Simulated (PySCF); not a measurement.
SMILES c1cc(Cl)c(B)cc1 at its GFN2-xTB optimised geometry (Å):

```
14

B     -1.4718    -1.7985    -0.0007
C     -0.5905    -0.5256     0.0000
C     -1.1984     0.7406    -0.0001
C     -0.4746     1.9157    -0.0007
C      0.9108     1.8684    -0.0004
C      1.5562     0.6450     0.0000
C      0.8142    -0.5256     0.0000
Cl     1.6975    -2.0093     0.0009
H     -2.6342    -1.6759     0.0072
H     -1.0056    -2.8679    -0.0094
H     -2.2774     0.7847     0.0001
H     -0.9839     2.8679    -0.0009
H      1.4897     2.7799    -0.0005
H      2.6342     0.5933     0.0002
```

Calculation: B3LYP/def2-TZVP run with PySCF 2.14.0. Cells within 0.4 Å of a nucleus heavier than hydrogen are left out (blank, or x).

Map of the electrostatic potential (hartree/e), clipped to [-0.08, 0.12] on the plane z = 0.0 Å:

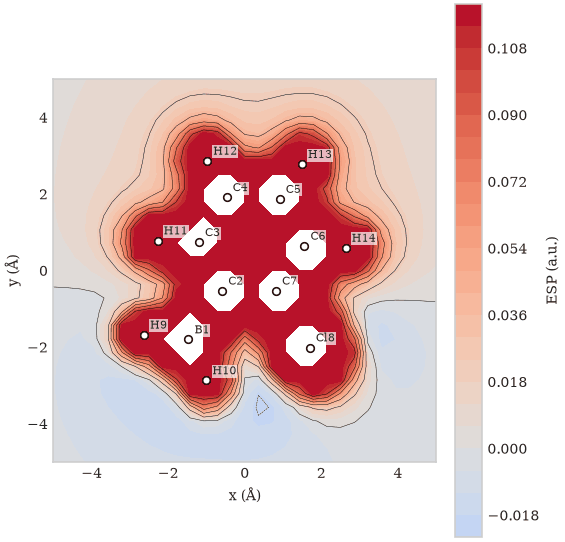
Electrostatic potential (hartree/e), clipped to [-0.08, 0.12] on the plane z = 0.0 Å.
